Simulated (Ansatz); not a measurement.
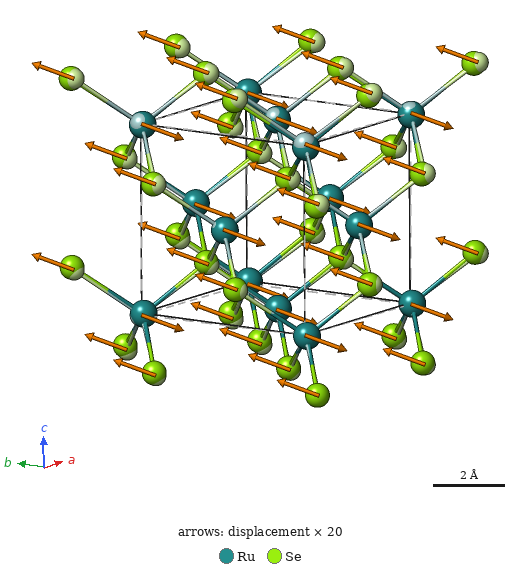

A crystal of RuSe (built on the zincblende type), drawn pale, and a changed version of it, drawn solid. The orange arrows show how the atoms are displaced (without the part that the change of the cell carries along), magnified 20 times. Besides, the cell is strained by +0.7 % along [1 3 2], −0.5 % roughly along [2 −1 0], −2.2 % along [1 1 −2] (volume −2.0 %). The picture is a ball-and-stick view of the conventional cell (4 times the calculation's cell), seen from a free direction. Lengths and directions refer to the drawn axes.

The calculation used DFT PBE, scalar-relativistic, plane waves, PAW (Ansatz 0.2.0). Settings: plane-wave cutoff 420 eV; k-point mesh 10 × 10 × 10; occupations gaussian; smearing width 0.05 eV; no spin polarisation.

**How are the atoms displaced, and what does the calculation give?**

Atoms are displaced by 0.07 Å relative to the cell: Ru 0.07 Å along [1 −3 −1], Se 0.07 Å along [−1 3 1]. No relaxation follows. Near-neighbour distances before and after: Ru–Se 2.383 → 2.293 to 2.490 Å. The space group (tolerance 0.01 Å) goes from F-43m (No. 216) to P1 (No. 1). The energy rises by 52.8 meV per atom. The pressure goes from 0.0 to 3.6 GPa. The principal stresses (compression positive) are 9.4 GPa along [2 −1 3], 4.5 GPa roughly along [2 3 −1], −3.2 GPa roughly along [1 −1 −1]. The largest forces, 1.5 eV/Å, act on Ru and Se; on the Ru atom it points roughly along [−2 3 1]. The forces point straight back along the displacements (cosine −0.97).
